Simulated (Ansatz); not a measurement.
```json
{"atom": "Si", "x (Å)": "0.3847", "y (Å)": "0.0491", "z (Å)": "0.1555"}
{"atom": "C", "x (Å)": "0.4257", "y (Å)": "-0.0047", "z (Å)": "2.0435"}
{"atom": "H", "x (Å)": "-0.6079", "y (Å)": "0.0726", "z (Å)": "2.4349"}
{"atom": "H", "x (Å)": "0.8685", "y (Å)": "-0.9537", "z (Å)": "2.4064"}
{"atom": "H", "x (Å)": "1.0195", "y (Å)": "0.8362", "z (Å)": "2.4541"}
{"atom": "H", "x (Å)": "1.7746", "y (Å)": "-0.0541", "z (Å)": "-0.4148"}
{"atom": "H", "x (Å)": "-0.2237", "y (Å)": "1.3365", "z (Å)": "-0.3343"}
{"atom": "H", "x (Å)": "-0.4265", "y (Å)": "-1.0944", "z (Å)": "-0.3963"}
{"atom": "N", "x (Å)": "-3.1489", "y (Å)": "0.3683", "z (Å)": "1.0351"}
{"atom": "H", "x (Å)": "-2.7095", "y (Å)": "-0.2471", "z (Å)": "0.3374"}
{"atom": "H", "x (Å)": "-2.6223", "y (Å)": "1.2508", "z (Å)": "0.9920"}
{"atom": "H", "x (Å)": "-2.9281", "y (Å)": "-0.0460", "z (Å)": "1.9504"}
```

Computed with RKS PBE-D4/def2-SVP in Ansatz.

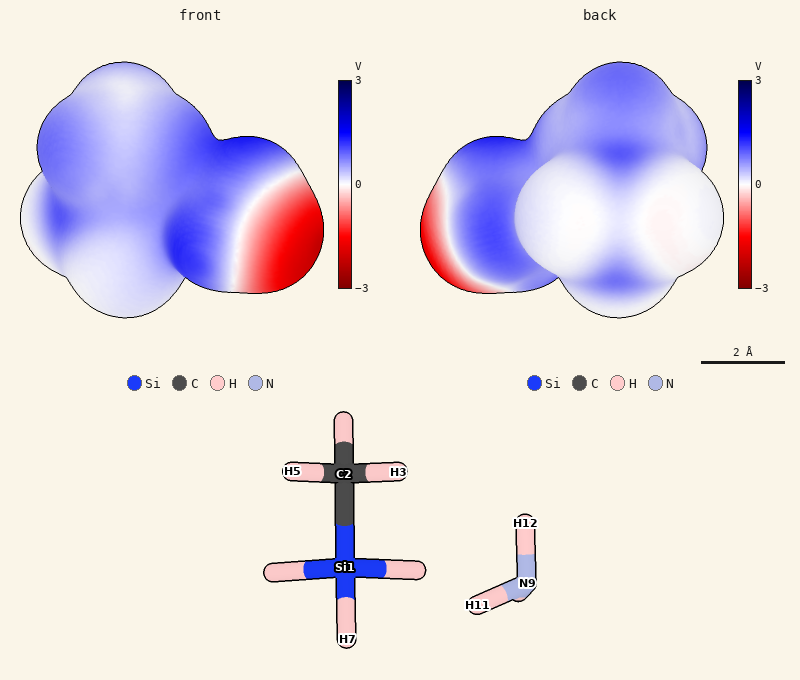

CH6Si···NH3. The electrostatic potential painted on the density surface at 0.002 e/bohr³, seen from the front and from behind; red is negative and blue positive. The bare structure is drawn below in the same view.

Which sites attract a positive test charge, and which a negative one?

A positive charge is drawn to the negative regions and a negative charge to the positive ones. The most negative region (about −2.0 V) lies over N9, the most positive (about +1.3 V) over H12. N9 is the likeliest acceptor of a hydrogen bond.
